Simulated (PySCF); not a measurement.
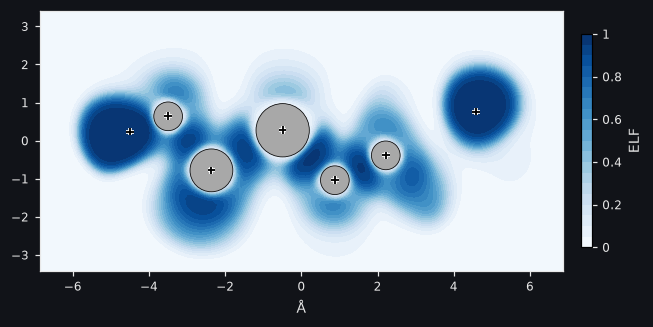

The electron localisation function on a plane through atoms (crosses mark nuclei in the plane; grey discs cover the cores).

Computed with PySCF 2.14.0, CAM-B3LYP/def2-SVPD, SCF density, gas phase.

Candidates:
A. C6H13FGe
B. H10Si4
C. C5H12SSi

Question: Which candidate gave the map?

Answer: Candidate C: C5H12SSi on the plane of atoms Si5, S6 and C7, which holds C, Si, S and H. C–S (1.82 Å): the ELF peaks at about 0.95 between the atoms, as expected for a covalent bond. C–Si (1.90 Å): the ELF peaks at about 0.95 between the atoms (a shared electron pair).
